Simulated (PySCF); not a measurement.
CH5ClOSi2, SMILES `ClC1[SiH2]O[SiH2]1`.

Computed with PySCF, def2-SVP basis, geometry: GFN2-xTB. No frequency check shows the geometry to be a minimum. GFN2-xTB bond lengths at metals and heavier atoms can be off by up to 0.1 Å and shapes distorted, which carries into these values.

Input script:

```python
import numpy as np
from pyscf import gto, scf, mcscf

mol = gto.M(atom='''
Cl     2.09861    -0.00041    -0.16355
C      0.50624    -0.00050     0.64202
Si    -0.77774     1.29959     0.01385
O     -1.74963     0.00036    -0.35761
Si    -0.77891    -1.29910     0.01374
H      0.71902    -0.00095     1.70913
H     -0.39327     1.98867    -1.20327
H     -1.42623     2.08432     1.05029
H     -0.39507    -1.98843    -1.20343
H     -1.42810    -2.08333     1.05012
''', basis='def2-svp', charge=0, spin=0, verbose=4)
# stretch the bond between atoms 1 and 2, from long to short, fragments rigid
a, b, move = 0, 1, [1, 2, 3, 4, 5, 6, 7, 8, 9]
xyz = mol.atom_coords(unit='Angstrom')
u = xyz[b] - xyz[a]
r0 = np.linalg.norm(u)
rows, last, dm_u = [], None, None
for r in [4.98, 3.92, 3.2, 2.76, 2.4, 2.14, 1.96, 1.78, 1.64]:
    new = xyz.copy()
    new[move] += u / r0 * (r - r0)
    m = mol.set_geom_(new, unit='Angstrom', inplace=False)
    rhf = scf.RHF(m).density_fit(auxbasis='def2-universal-jkfit').run()
    uhf = scf.UHF(m).density_fit(auxbasis='def2-universal-jkfit').newton()
    if dm_u is None:
        c = rhf.mo_coeff
        h = m.nelectron // 2 - 1
        ca, cb = c.copy(), c.copy()
        ca[:, h], cb[:, h] = (c[:, h] + c[:, h + 1]) / 2**.5, (c[:, h] - c[:, h + 1]) / 2**.5
        dm_u = np.array([x[:, :h + 1] @ x[:, :h + 1].T for x in (ca, cb)])
    uhf.kernel(dm0=dm_u)
    for _ in range(3):
        c, _, stable, _ = uhf.stability(return_status=True)
        if stable:
            break
        uhf.kernel(c, uhf.mo_occ)
    dm_u = uhf.make_rdm1()
    mc = mcscf.CASSCF(rhf, 2, 2)
    mc.natorb = True
    mc.fix_spin_(ss=0)
    guess = mcscf.addons.make_natural_orbitals(uhf)[1] if last is None else mcscf.project_init_guess(mc, last.mo_coeff, last.mol)
    mc.kernel(guess)
    last = mc
    act = slice(mc.ncore, mc.ncore + mc.ncas)
    print('r %.3f  RHF %.6f  UHF %.6f  <S^2> %.3f  CASSCF %.6f  occupations' % (r, rhf.e_tot, uhf.e_tot, uhf.spin_square()[0], mc.e_tot), mc.mo_occ[act].round(4))
    rows.append((new, rhf.e_tot, uhf.e_tot, uhf.spin_square()[0], mc.e_tot, mc.mo_occ[act], mc.mo_coeff[:, act], dm_u[0] - dm_u[1], rhf.converged and uhf.converged and mc.converged))
    np.savez('result.npz', **{k: [row[i] for row in rows] for i, k in enumerate('xyz rhf uhf s2 cas occ c spin ok'.split())})
```

Launched as:

```sh
OMP_NUM_THREADS=1 python input.py
```

The run took 14 min on 1 thread of Intel(R) Xeon(R) Processor @ 2.50GHz (Skylake/Cascade Lake) (shared host), peak memory 0.31 GiB.

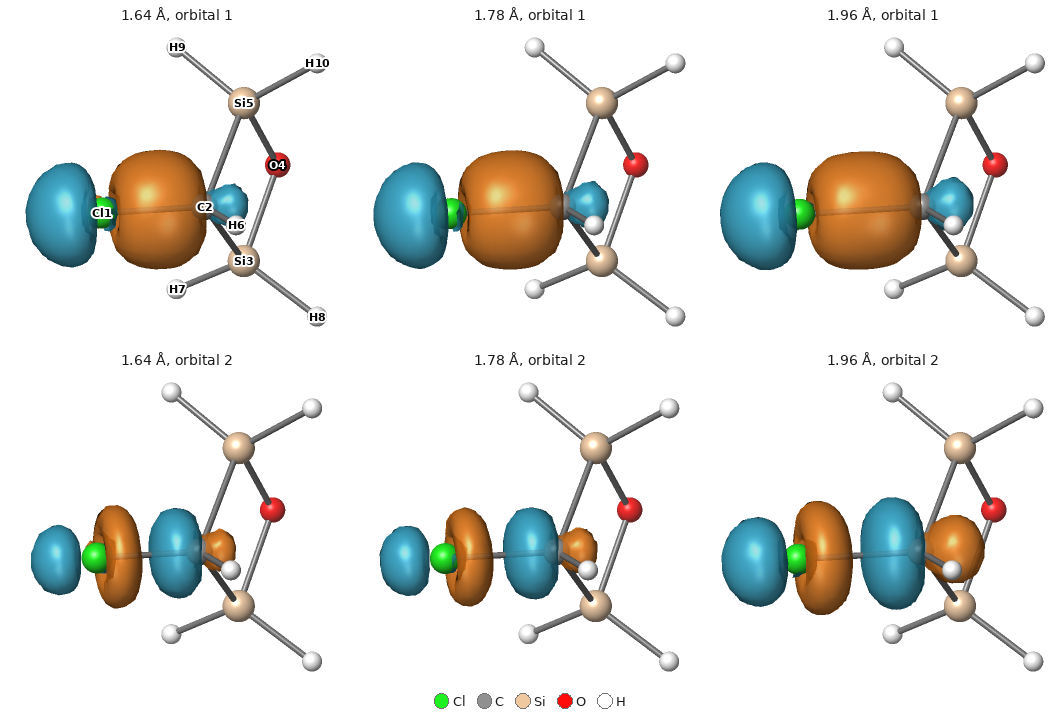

Rigid stretch of the Cl1–C2 bond. The two CASSCF(2,2) natural orbitals nearest half filling (orbital 1 the more occupied).

> How do the occupations change along the stretch?

1.64 Å: 1.98 and 0.02; 1.78 Å: 1.97 and 0.03; 1.96 Å: 1.96 and 0.04. At the longest distance computed (4.98 Å) they are 1.02 and 0.98, and the effective number of unpaired electrons is 2.0.

> Where does the UHF solution part from RHF?

Between 2.14 Å (⟨S²⟩ = 0, the two coincide) and 2.40 Å (⟨S²⟩ = 0.42); at 4.98 Å ⟨S²⟩ is 1.02 and UHF lies 4.4 eV below RHF.

> How much energy does the stretch cost?

By CASSCF, 2.9 eV from the lowest point of the scan (1.78 Å) to 4.98 Å; RHF gives 6.6 eV from its own lowest point. The fragments aren't relaxed and dynamic correlation is missing, so this isn't a bond dissociation energy.
